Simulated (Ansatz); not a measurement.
# AlF$_{2}$H$_{2}$P: what the fields show

```xyz
6

Al   -0.7510   -0.6249   -0.2479
F    -0.9358   -0.3973    1.6223
F    -1.9372    0.2551   -1.0206
P     0.6041    0.5453    1.2529
H    -0.1433    1.7515    1.0607
H    -0.4830   -2.1221   -0.6378
```

Geometry: PBE0-D3(BJ)/def2-SVP.

All numbers below come from Ansatz 0.2.0, isolated molecule in a Gaussian basis; Kohn-Sham density functional theory, functional PBE0.

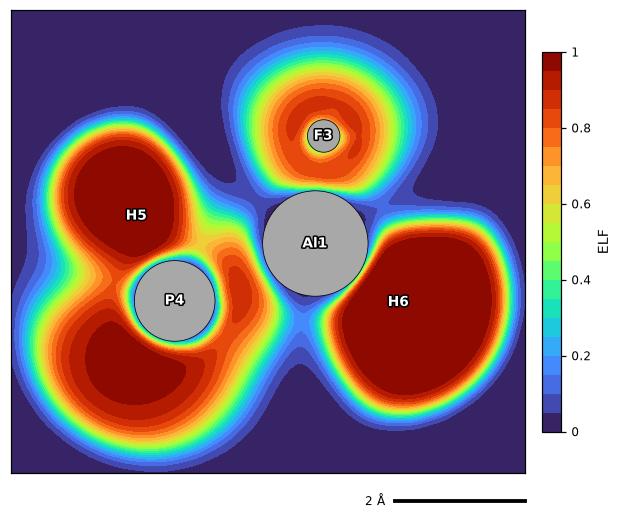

Figure 1. Electron localisation function on the plane of atoms P4, Al1 and H6. Grey discs cover the atomic cores.

Describe what can be read from this map.

Answer. The section cuts through Al, F, P and H sites.
Al–F (1.67 Å): the ELF peaks at about 0.85 in the valence shell of F, 0.5 Å from its nucleus, and is about 0.35 at the midpoint.
Al–P (2.34 Å): the ELF peaks at about 0.85 in the valence shell of P, 1.0 Å from its nucleus, and is about 0.80 at the midpoint.
P–H (1.43 Å): the ELF climbs to about 1 towards the hydrogen, as it does in any bond to H.
Al–H (1.57 Å): the ELF climbs to about 1 towards the hydrogen.
The ELF also peaks beside P4 and F3, away from the bonds: lone-pair regions.

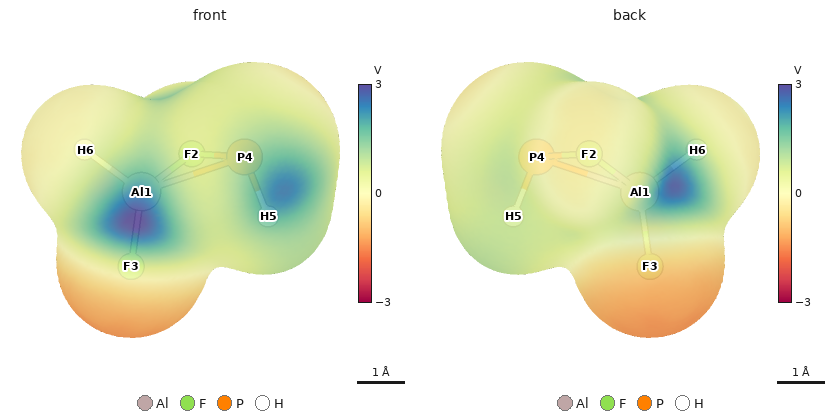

Figure 2. The molecular electrostatic potential painted on the density surface at 0.002 e/bohr³, seen from the front and from behind; red is negative and blue positive.

Where is the surface potential most negative and most positive?

Answer. The most negative region (about −1.4 V) lies over F3, the most positive (about +2.8 V) over Al1.

How polar is the molecule by this calculation?

Answer. Its dipole moment is 1.83 D.

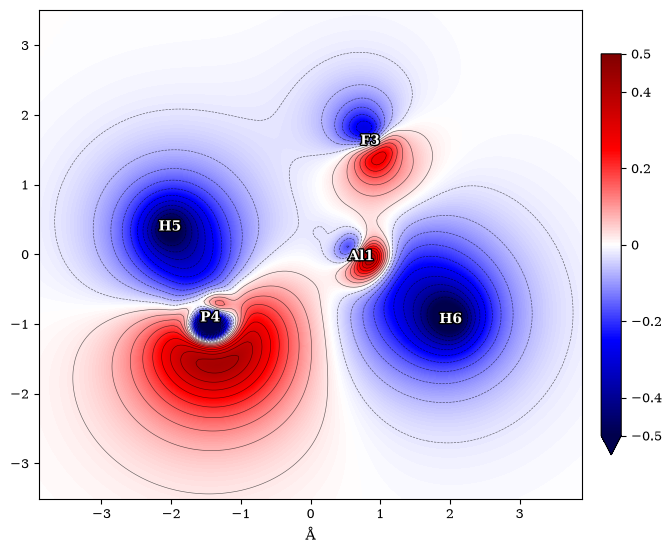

Figure 3. The HOMO−1 on the plane of atoms P4, Al1 and H6 (values in Å⁻³ᐟ²; the overall sign is arbitrary).

Where does this orbital lie, and at what energy?

Answer. It lies mainly on P4 (about 45 %), H6 (about 20 %), Al1 (about 15 %) and H5 (about 15 %). Its energy is −9.49 eV.
